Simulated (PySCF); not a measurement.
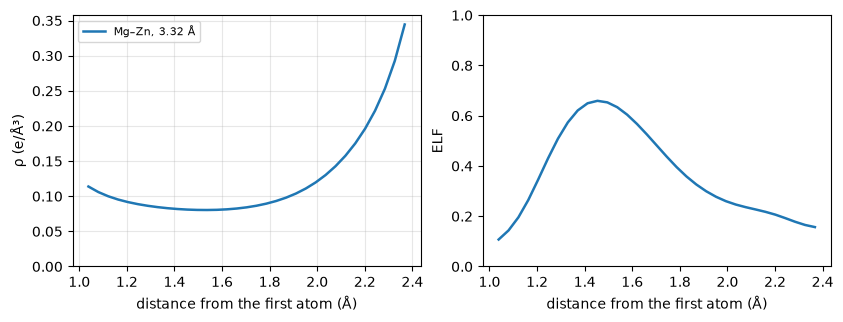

*MgZn. Electron density and electron localisation function along straight lines between neighbouring atoms. The curves leave out the atomic cores.*

Computed with PySCF, PBE0/def2-SVP, non-relativistic Hamiltonian with scalar-relativistic core potentials where named, at a bond length of 3.323 Å.

```yaml
atoms:
  - { symbol: Mg, position_ang: [0.0000, 0.0000, -2.4164] }
  - { symbol: Zn, position_ang: [0.0000, 0.0000, 0.9066] }
```

### What can be read from the curves?

Mg–Zn (3.32 Å): ρ at the midpoint is about 0.08 e/Å³; the ELF peaks at about 0.65 between the atoms.
